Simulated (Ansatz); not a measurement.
# Electron scattering at the Σ3 (111) boundary in bcc Ta, starting shift (0.5, 0), part 3 of 3

Aim: the relaxed structure and the specific resistance of the Σ3 (111) boundary in bcc Ta, starting shift (0.5, 0).

Ansatz 0.2.0; Ansatz plane-wave DFT, PBE, PAW files; relaxation of a bicrystal slab with its lowest layers held; PAW set soft_1 (the session's first sound run).

So far. Step 3 (Transmission across the boundary): Over the solved energies the transmission per spin lies between 2.17 and 2.51, out of 4.31 channels of the lead on average (up to 4.51). The log calls the step of a lead's potential too much. Step 4 (Specific resistance): Averaged over the energies near the Fermi level, 54.8 % of the channels pass, which makes 0.467 fΩ m².

### Step 5. Single-crystal slab for reference

This step: Ansatz plane-wave DFT, PBE, PAW files; relaxation of a single-crystal slab with its lowest layers held; PAW set soft_1 (Ansatz 0.2.0).

System of this step: Ta slab, plane (1, 1, 1). The cell holds 20 atoms: 20 Ta. Its edges and angles: a = 4.671 Å, b = 4.671 Å, c = 29.114 Å, α = 90.0°, β = 90.0°, γ = 120.0°. It derives from Ta. Vacuum lies along c.

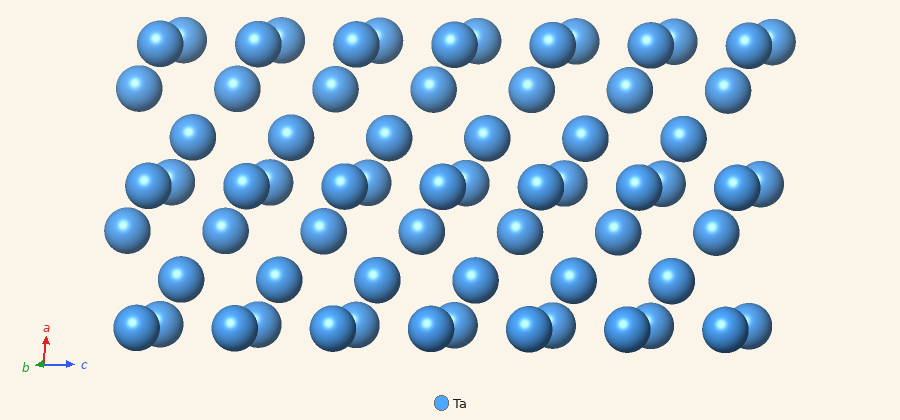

The cell of this step (tantalum blue). 2×1×1 cells are drawn. Some periodic images of atoms are drawn too.

Input file input.yaml:

```yaml
crystal:
  lattice:
    - [4.6705251426, 0.0, 0.0]
    - [-2.3352625713, 4.0447934225, 0.0]
    - [0.0, 0.0, 29.1139720975]
  atoms:
    - { symbol: Ta, position: [0.6666666667, 0.3333333335, 0.171738847] }
    - { symbol: Ta, position: [1.0e-10, 1.0e-10, 0.2044848753] }
    - { symbol: Ta, position: [0.3333333334, 0.6666666668, 0.2372309035] }
    - { symbol: Ta, position: [0.6666666667, 0.3333333335, 0.2699769317] }
    - { symbol: Ta, position: [1.0e-10, 1.0e-10, 0.30272296] }
    - { symbol: Ta, position: [0.3333333334, 0.6666666668, 0.3354689882] }
    - { symbol: Ta, position: [0.6666666667, 0.3333333334, 0.3682150165] }
    - { symbol: Ta, position: [0.0, 1.0e-10, 0.4009610447] }
    - { symbol: Ta, position: [0.3333333334, 0.6666666668, 0.4337070729] }
    - { symbol: Ta, position: [0.6666666667, 0.3333333334, 0.4664531012] }
    - { symbol: Ta, position: [0.0, 1.0e-10, 0.4991991294] }
    - { symbol: Ta, position: [0.3333333334, 0.6666666667, 0.5319451577] }
    - { symbol: Ta, position: [0.6666666667, 0.3333333334, 0.5646911859] }
    - { symbol: Ta, position: [0.0, 0.0, 0.5974372141] }
    - { symbol: Ta, position: [0.3333333334, 0.6666666667, 0.6301832424] }
    - { symbol: Ta, position: [0.6666666667, 0.3333333334, 0.6629292706] }
    - { symbol: Ta, position: [0.0, 0.0, 0.6956752989] }
    - { symbol: Ta, position: [0.3333333333, 0.6666666667, 0.7284213271] }
    - { symbol: Ta, position: [0.6666666667, 0.3333333333, 0.7611673553] }
    - { symbol: Ta, position: [0.0, 0.0, 0.7939133836] }
kpoints:
  mp_grid: { grid: [6, 6, 1] }
hamiltonian:
  xc: pbe
  pseudopotentials: { kind: paw, azcp: { folder: soft_1 } }
scf:
  occupations: { method: fermi_dirac, width: 0.1 }
relax:
  f_tol: 0.03
  max_steps: 80
  constraints: [{ sites: [0, 1, 2, 3] }]
```

Started as:

```console
> ansatz run input.yaml --threads 4 --pin off --max-ram 15360MiB --backend cpu --events-out ev --progress --plain --runs-dir out
```

Numbers of over 12 decimals in the logs are rounded to 6 here.

The program printed:

```text
Warning: crystal.symmetry: narrowed to the stabiliser of the relax constraints — unitary ops 12 → 6; lowered at sites 0, 1, 2, 3, 16, 17, 18, 19 (the operations that carried what is held of a site onto what its image site leaves free; the constrained walk keeps no symmetry that its constraints do not admit)
[...]
Crystal: 20 atoms, lattice volume = 550.001 Å³
Basis set: ecut = 420 eV, 10783 PW (Γ), exchange–correlation on 64×64×400 points (8 copies of the dense FFT grid, shifted against one another)
Bands: 156, of which v1, the nominal top of the filled ones, is band 130 counted from 1 (129 counted from 0)
Symmetry: 6 space group operations
k-points: 7 of 36 (time reversal used)
[...]
SCF iter   1: F=—  HF=-198670.719297 eV  |F-HF|=—  |Δ(HF+E_count)|=         —  Δρ=5.27e-2  dr2=4.85e2  ethr=3.10e-3  ⟨swp⟩=9.1  Hψ=5118  notcnv=0  defer=4
[...]
SCF iter  10: F=-198657.846052 eV  HF=-198657.846054 eV  |F-HF|=2.64e-6  |Δ(HF+E_count)|=   3.28e-6  Δρ=1.05e-5  dr2=3.82e-6  ethr=8.65e-9  ⟨swp⟩=3.6  Hψ=3623  notcnv=0
SCF 1 converged in 10 iterations: F = -198657.846052 eV  dr2 = 3.82e-6
[...]
relax step   1: F+E_penalty+E_count = -198657.84605162 eV  Δ(F+E_penalty+E_count) = +0.000e0 eV  max|allowed force component| = 1.854e0 eV/Å  Δτ_max = 0.0000 Å  (10 SCF iters, dr2 threshold 2.25e-5 eV, accepted)
[...]
SCF iter   6: F=-198658.188426 eV  HF=-198658.188470 eV  |F-HF|=4.32e-5  |Δ(HF+E_count)|=   3.86e-5  Δρ=4.77e-5  dr2=5.57e-5  ethr=3.85e-8  ⟨swp⟩=3.0  Hψ=4286  notcnv=0
SCF 2 converged in 6 iterations: F = -198658.188426 eV  dr2 = 5.57e-5
[...]
relax step   2: F+E_penalty+E_count = -198658.18842638 eV  Δ(F+E_penalty+E_count) = -3.424e-1 eV  max|allowed force component| = 6.035e-1 eV/Å  Δτ_max = 0.1916 Å  (6 SCF iters, dr2 threshold 1.00e-4 eV, accepted)
[...]
SCF iter   6: F=-198658.215262 eV  HF=-198658.215264 eV  |F-HF|=1.38e-6  |Δ(HF+E_count)|=   2.25e-7  Δρ=9.50e-6  dr2=1.89e-6  ethr=8.76e-9  ⟨swp⟩=4.4  Hψ=3360  notcnv=0
SCF 3 converged in 6 iterations: F = -198658.215262 eV  dr2 = 1.89e-6
relax step   3: F+E_penalty+E_count = -198658.21526244 eV  Δ(F+E_penalty+E_count) = -2.684e-2 eV  max|allowed force component| = 1.539e-1 eV/Å  Δτ_max = 0.0949 Å  (6 SCF iters, dr2 threshold 2.28e-5 eV, accepted)
[...]
relax step   4: F+E_penalty+E_count = -198658.22111933 eV  Δ(F+E_penalty+E_count) = -5.857e-3 eV  max|allowed force component| = 1.751e-2 eV/Å  Δτ_max = 0.0282 Å  (6 SCF iters, dr2 threshold 1.54e-6 eV, accepted)
[...]
SCF iter   3: F=-198658.221120 eV  HF=-198658.221120 eV  |F-HF|=2.77e-8  |Δ(HF+E_count)|=   6.20e-9  Δρ=1.62e-6  dr2=4.19e-8  ethr=3.85e-11  ⟨swp⟩=5.1  Hψ=3972  notcnv=0
SCF 5 converged in 3 iterations: F = -198658.221120 eV  dr2 = 4.19e-8
relax step   5: F+E_penalty+E_count = -198658.22111951 eV  Δ(F+E_penalty+E_count) = -1.769e-7 eV  max|allowed force component| = 1.740e-2 eV/Å  Δτ_max = 0.0000 Å  (3 SCF iters, accepted)
SCF converged after 3 iterations
Free energy (F): -198658.221120 eV
[...]
Internal energy: -198657.318119 eV  (E = F + TS)
E sigma→0 (E₀):  -198657.769619 eV
Entropy (-TS):   -0.903000 eV (-45.150 meV/atom)
Fermi energy:    10.978386 eV
[...]
--- Forces (eV/Å), atoms counted from 1 ---
  atom   1  Ta     0.00000000     0.00000000     1.83511841
  atom   2  Ta     0.00000000    -0.00000000     0.09600591
  atom   3  Ta     0.00000000    -0.00000000    -1.29212183
  atom   4  Ta    -0.00000000    -0.00000000    -0.63970507
  atom   5  Ta    -0.00000000    -0.00000000     0.00038487
  atom   6  Ta     0.00000000     0.00000000    -0.00266224
  atom   7  Ta     0.00000000     0.00000000    -0.00083718
  atom   8  Ta    -0.00000000    -0.00000000     0.00437809
  atom   9  Ta     0.00000000     0.00000000    -0.00155816
  atom  10  Ta     0.00000000     0.00000000     0.00350669
  atom  11  Ta     0.00000000    -0.00000000     0.00712681
  atom  12  Ta    -0.00000000    -0.00000000     0.00036034
  atom  13  Ta     0.00000000     0.00000000    -0.00976350
  atom  14  Ta    -0.00000000    -0.00000000    -0.01740178
  atom  15  Ta     0.00000000     0.00000000     0.00859384
  atom  16  Ta     0.00000000     0.00000000    -0.00457001
  atom  17  Ta     0.00000000    -0.00000000     0.01707091
  atom  18  Ta     0.00000000     0.00000000     0.00734823
  atom  19  Ta    -0.00000000     0.00000000    -0.00190613
  atom  20  Ta     0.00000000    -0.00000000    -0.00936443
  max |Σ_I F_I| component: 3.77e-6 eV/Å
--- Relaxed structure (5 steps of the walk, 5 accepted, 0 SCFs on fresh bases) ---
  F+E_penalty+E_count = -198658.22111951 eV   max|allowed force component| = 1.740e-2 eV/Å
  atoms:
    - { symbol: Ta, position: [0.666667, 0.333333, 0.171738847] }
    - { symbol: Ta, position: [-3.2193482669003983e-18, -8.083062496125673e-18, 0.204485] }
    - { symbol: Ta, position: [0.333333, 0.666667, 0.237231] }
    - { symbol: Ta, position: [0.666667, 0.333333, 0.2699769317] }
    - { symbol: Ta, position: [-1.84034207772708e-18, -6.704056306952355e-18, 0.301870] }
    - { symbol: Ta, position: [0.333333, 0.666667, 0.335380] }
    - { symbol: Ta, position: [0.666667, 0.333333, 0.369485] }
[...]
- { symbol: Ta, position: [0.333333, 0.666667, 0.434934] }
    - { symbol: Ta, position: [0.666667, 0.333333, 0.468295] }
    - { symbol: Ta, position: [-4.613359144031558e-19, -6.704056306952355e-18, 0.500676] }
    - { symbol: Ta, position: [0.333333, 0.666667, 0.534367] }
    - { symbol: Ta, position: [0.666667, 0.333333, 0.567803] }
[...]
- { symbol: Ta, position: [0.333333, 0.666667, 0.634129] }
    - { symbol: Ta, position: [0.666667, 0.333333, 0.666518] }
    - { symbol: Ta, position: [-1.8403420971141258e-18, 2.547802222974152e-18, 0.697400] }
    - { symbol: Ta, position: [0.333333, 0.666667, 0.735859] }
    - { symbol: Ta, position: [0.666667, 0.333333, 0.762899] }
[...]
```

Run time: 86 s. Hardware: 4 threads of Arm Neoverse V1, shared host; peak memory 1.8 GiB; 5.6 min of CPU time.

Step by step:

```
step  energy less that of the first step (eV)  largest force component (eV/Å)
   1                                   0.0000                          1.8544
   2                                  -0.3424                          0.6035
   3                                  -0.3692                          0.1539
   4                                  -0.3751                          0.0175
   5                                  -0.3751                          0.0174
```

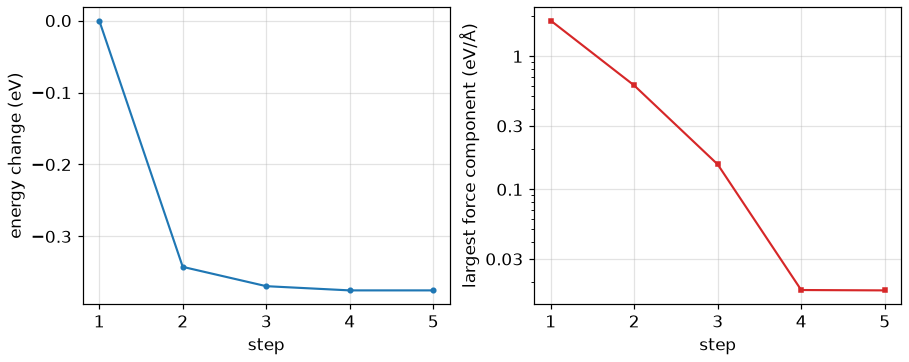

Energy and largest force along the relaxation.

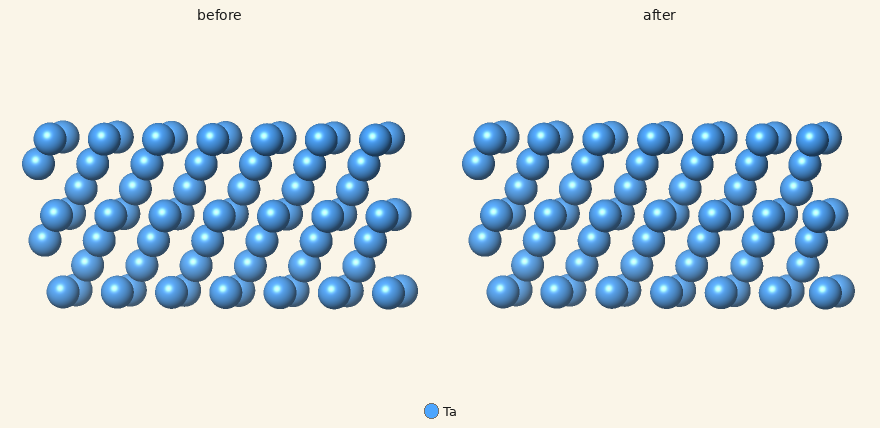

Before and after, at one scale.

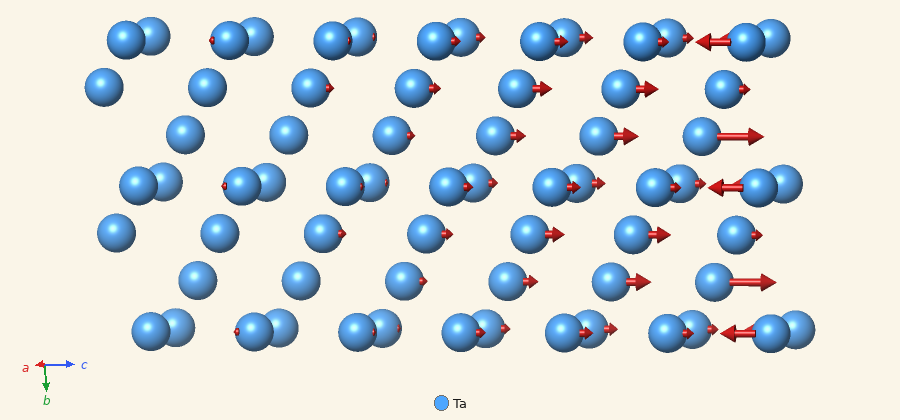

Displacements in the relaxation, exaggerated; the longest in the cell stands for 0.22 Å. 1×2×1 cells are drawn. Some periodic images of atoms are drawn too.

The atoms that moved most (Å):

```
atom     dx     dy      dz  length
Ta18  0.000  0.000   0.217   0.217
Ta20  0.000  0.000  -0.165   0.165
Ta15  0.000  0.000   0.115   0.115
Ta16  0.000  0.000   0.104   0.104
Ta13  0.000  0.000   0.091   0.091
Ta12  0.000  0.000   0.071   0.071
Ta14  0.000  0.000   0.063   0.063
Ta10  0.000  0.000   0.054   0.054
```

The relaxed structure:

```xyz
20
Lattice="4.6705 0.0000 0.0000 -2.3353 4.0448 0.0000 0.0000 0.0000 29.1140" Properties=species:S:1:pos:R:3
Ta    2.3353    1.3483    5.0000
Ta    0.0000    0.0000    5.9534
Ta    0.0000    2.6965    6.9067
Ta    2.3353    1.3483    7.8601
Ta    0.0000    0.0000    8.7886
Ta    0.0000    2.6965    9.7643
Ta    2.3353    1.3483   10.7572
Ta    0.0000    0.0000   11.6869
Ta    0.0000    2.6965   12.6627
Ta    2.3353    1.3483   13.6339
Ta    0.0000    0.0000   14.5767
Ta    0.0000    2.6965   15.5575
Ta    2.3353    1.3483   16.5310
Ta    0.0000    0.0000   17.4564
Ta    0.0000    2.6965   18.4620
Ta    2.3353    1.3483   19.4050
Ta    0.0000    0.0000   20.3041
Ta    0.0000    2.6965   21.4238
Ta    2.3353    1.3483   22.2110
Ta    0.0000    0.0000   22.9490
```

This step gave:

| Property | Result |
| --- | --- |
| free energy | -198658.2211 eV |
| energy at zero smearing | -198657.7696 eV |
| Fermi energy | 10.98 eV |

The largest force component on a free atom ends at 0.017 eV/Å, under the tolerance of 0.03, after 5 steps.

### Step 6. Bulk reference

This step: Ansatz plane-wave DFT, PBE, PAW files; bulk reference; PAW set soft_1 (Ansatz 0.2.0).

System of this step: Ta. The structure is cubic, space group Im-3m (No. 229). The conventional cell has a = 3.303 Å, b = 3.303 Å, c = 3.303 Å, α = 90.00°, β = 90.00°, γ = 90.00°. Ta has 8 Ta at 2.86 Å nearest.

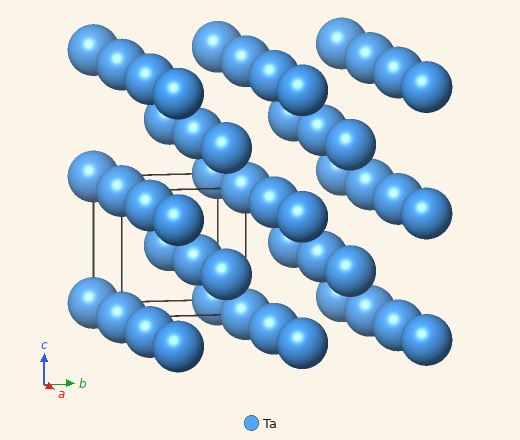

The cell of this step (tantalum blue). 3×2×2 conventional cells are drawn. Some periodic images of atoms are drawn too.

input.yaml, the sections that differ from step 5:

```yaml
crystal:
  lattice:
    - [-1.65128, 1.65128, 1.65128]
    - [1.65128, -1.65128, 1.65128]
    - [1.65128, 1.65128, -1.65128]
  atoms:
    - { symbol: Ta, position: [0.0, 0.0, 0.0] }
kpoints:
  mp_grid: { grid: [18, 18, 18] }
# hamiltonian, scf: as in step 5
# relax: removed
```

The program printed:

```text
[...]
Crystal: 1 atoms, lattice volume = 18.010 Å³
Basis set: ecut = 420 eV, 369 PW (Γ)
Bands: 11, of which v1, the nominal top of the filled ones, is band 7 counted from 1 (6 counted from 0)
Symmetry: 48 space group operations
[...]
k-points: 195 of 5832
[...]
SCF iter   1: F=—  HF=-9933.363882 eV  |F-HF|=—  |Δ(HF+E_count)|=         —  Δρ=4.14e-2  dr2=3.21e-1  ethr=3.10e-3  ⟨swp⟩=5.0  Hψ=11058  notcnv=0
[...]
SCF iter   6: F=-9933.251922 eV  HF=-9933.251922 eV  |F-HF|=3.15e-10  |Δ(HF+E_count)|=   6.80e-9  Δρ=3.42e-6  dr2=5.94e-10  ethr=2.68e-10  ⟨swp⟩=1.0  Hψ=5631  notcnv=0
SCF 1 converged in 6 iterations: F = -9933.251922 eV  dr2 = 5.94e-10
[...]
SCF converged after 6 iterations
Free energy (F): -9933.251922 eV
[...]
Internal energy: -9933.208950 eV  (E = F + TS)
E sigma→0 (E₀):  -9933.230436 eV
Entropy (-TS):   -0.042971 eV (-42.971 meV/atom)
Fermi energy:    18.517834 eV
[...]
```

Elapsed: 0.57 s, on 4 threads; peak memory 0.28 GiB.

This step gave:

| Quantity | Value |
| --- | --- |
| free energy | -9933.2519 eV |
| energy at zero smearing | -9933.2304 eV |
| Fermi energy | 18.52 eV |

### Step 7. Boundary energy

This step: Ansatz plane-wave DFT, PBE, PAW files; bicrystal less single-crystal slab less bulk atoms, a boundary area; PAW set soft_1 (Ansatz 0.2.0).

This step gave:

| Quantity | Value |
| --- | --- |
| excess energy of the cell | 1.859 eV |
| boundary energy | 1.576 J/m² |

The boundary costs 1.6 J/m².

By hand: 1.86 eV / 18.89 Å² × 16.02 = 1.58 J/m².

### Step 8. What came out

```json
{"specific resistance of the boundary": "0.467 fΩ m²", "share of channels that pass": "0.548", "boundary energy": "1.58 J/m²"}
```

**Reading.** The boundary has a specific resistance of 0.47 fΩ m² and an energy of 1.6 J/m². The boundary reflects 45 % of the channels; 0.47 fΩ m² is 4.7×10⁻¹² Ω·cm². That equals the resistance of 3.5 nm of bulk Ta at 300 K (measured 13.5 µΩ cm, CRC Handbook of Chemistry and Physics, 84th ed., 2003, Electrical Resistivity of Pure Metals). In the relaxation the upper grain slid sideways by about 1.3 Å, so the result belongs to the position that it found, not to the starting one. One starting structure was relaxed; another shift or atom count at the boundary may lie lower. Spin-orbit coupling is left out, which matters for Ta. A lead's potential steps by up to 32 meV from period to period, which the log calls too much, so longer leads could move the result.

[Logs are printed without paths, hosts, clocks, repeated set-up lines and the standing remarks that a program may print on its own settings, such as how far it seeks lower states.]

[Hosts, paths, dates, database ids (printed as entryN), source tags and the programs' standing remarks are cut or masked in the printed files.]
